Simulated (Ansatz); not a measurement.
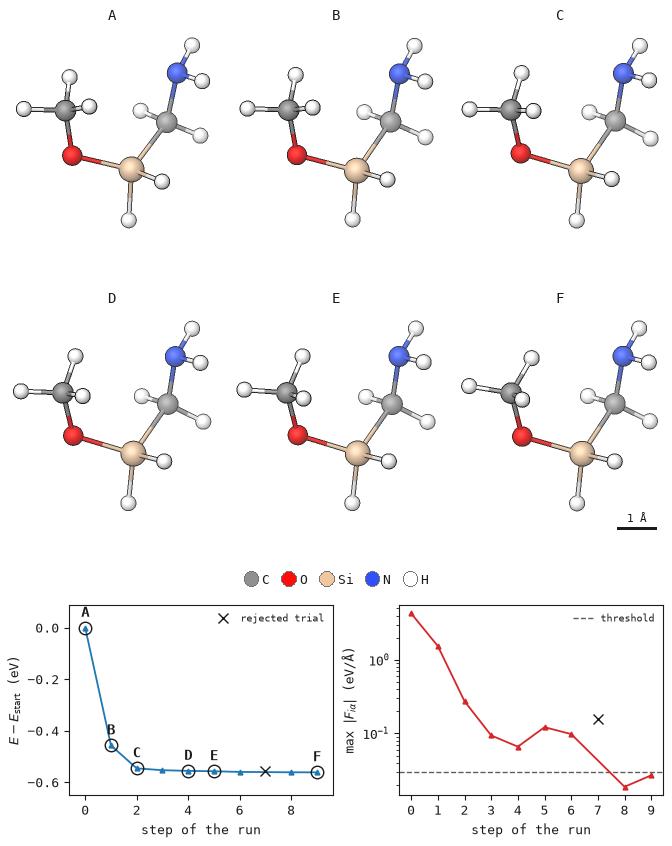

Frames of a relaxation of C2H9NOSi (coarse preliminary run), marked on the history of the run. A ball-and-stick model, seen at a tilt.

The start comes from a force field.

Computed with Ansatz 0.2.0, RKS PBE-D4/def2-SVP. (force threshold 0.03 eV/Å; at most 200 steps)

Q: What happens along the run?

A: After 8 accepted moves (9 points after the start) the energy has fallen by 0.561 eV. The largest force component goes from 4.3 to 0.027 eV/Å. The line search rejected the trial step at point 7 of the run. The largest move after the best rigid fit is that of an H atom, 0.54 Å. By element the largest moves are H 0.54 Å, C 0.12 Å, N 0.10 Å, O 0.08 Å, Si 0.08 Å. Some distances before and after: C–H 1.037 → 1.124 Å, C–Si 1.833 → 1.899 Å, C–O 1.360 → 1.419 Å, C–H 1.065 → 1.113 Å. Among the angles between lasting bonds that change: C–O–Si 116.5° → 122.9°, O–Si–C 118.4° → 112.2°, N–C–H 110.1° → 116.2°. From step 0 to 1: an H atom moves most (0.09 Å), energy −0.457 eV. From step 1 to 2: an H atom moves most (0.14 Å), energy −0.089 eV. From step 2 to 4: an H atom moves most (0.10 Å), energy −0.010 eV. From step 4 to 5: an H atom moves most (0.12 Å), energy −0.001 eV. From step 5 to 9: an H atom moves most (0.17 Å), energy −0.004 eV.

```json
{"step": "0", "E − E(0), eV": "0.0000", "largest force component, eV/Å": "4.2749", "note": ""}
{"step": "1", "E − E(0), eV": "-0.4565", "largest force component, eV/Å": "1.5382", "note": ""}
{"step": "2", "E − E(0), eV": "-0.5454", "largest force component, eV/Å": "0.2735", "note": ""}
{"step": "3", "E − E(0), eV": "-0.5525", "largest force component, eV/Å": "0.0937", "note": ""}
{"step": "4", "E − E(0), eV": "-0.5552", "largest force component, eV/Å": "0.0659", "note": ""}
{"step": "5", "E − E(0), eV": "-0.5566", "largest force component, eV/Å": "0.1214", "note": ""}
{"step": "6", "E − E(0), eV": "-0.5592", "largest force component, eV/Å": "0.0977", "note": ""}
{"step": "7", "E − E(0), eV": "-0.5567", "largest force component, eV/Å": "0.1561", "note": "rejected"}
{"step": "8", "E − E(0), eV": "-0.5607", "largest force component, eV/Å": "0.0188", "note": ""}
{"step": "9", "E − E(0), eV": "-0.5609", "largest force component, eV/Å": "0.0269", "note": ""}
```
